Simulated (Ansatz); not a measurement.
Cd2Cu2O

The calculation's input:

```
crystal:
  lattice:
    - [3.3149877877, 0.0, 0.0]
    - [-1.6574938939, 2.8708636374, 0.0]
    - [0.0, 0.0, 8.77911529]
  atoms:
    - { symbol: Cd, position: [0.3333333333, 0.6666666667, 0.1703542677] }
    - { symbol: Cd, position: [0.6666666667, 0.3333333333, 0.8296457323] }
    - { symbol: Cu, position: [0.6666666667, 0.3333333333, 0.4054299274] }
    - { symbol: Cu, position: [0.3333333333, 0.6666666667, 0.5945700726] }
    - { symbol: O, position: [0.0, 0.0, 0.0] }
basis:
  ecutwfc: 420
kpoints:
  mp_grid: { grid: [12, 12, 4] }
hamiltonian:
  xc: pbe
scf:
  occupations: { method: gaussian, width: 0.1 }
output:
  forces: true
  stress: true
  eigenvalues: true
  write_density: true
  write_potential: true
  elf: true
  volumetric_format: npy
relax:
  adjacent_minimum: "off"
  f_tol: 0.01
  max_steps: 30
  cell: { stress_tol: 0.1, fix: [volume] }
```

Command:

```sh
ansatz run input.yaml --threads 1 --pin off --max-ram 2560MiB --backend cpu --events-out ev --progress --plain --runs-dir out
```

Below, planes, directions and counts refer to the conventional cell (a = 3.34 Å, b = 3.34 Å, c = 8.66 Å, α = 90.00°, β = 90.00°, γ = 120.00°).

The fields are those of the relaxed geometry.

Space group P-3m1; a generated structure, not necessarily the stable one; changed on purpose from its base cell (volume × 1.10, shape and atoms relaxed); computed pressure about −6 GPa in this cell; computed without spin polarisation.

The calculation used DFT PBE, scalar-relativistic, plane waves, PAW in Ansatz 0.2.0.

What can the converged valence pseudo-density and electron localisation function tell about the bonding?

Cd–O (2.42 Å): ρ at the midpoint is about 0.3 e/Å³; the ELF is about 0.10 at the midpoint (no shared electron pair shows on this line).
Cu–Cu (2.51 Å): the density is about 0.27 e/Å³ at the midpoint; the ELF is about 0.20 at the midpoint (no shared electron pair shows on this line).

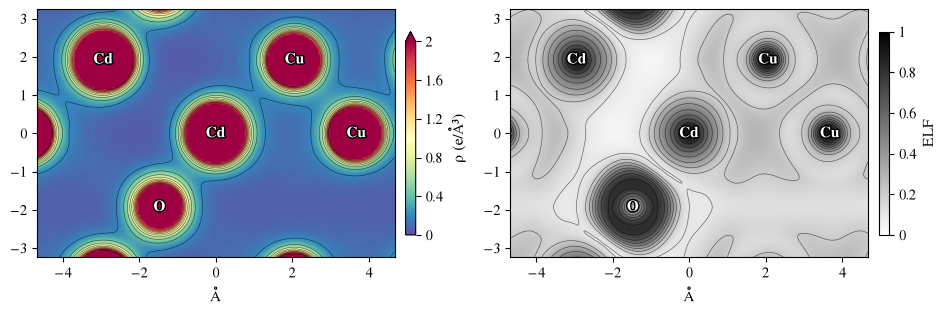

Computed valence pseudo-density and electron localisation function on the (110) plane of the conventional cell, in this order. 

In a PAW calculation such maps are meaningful between the atoms, not at the nuclei.
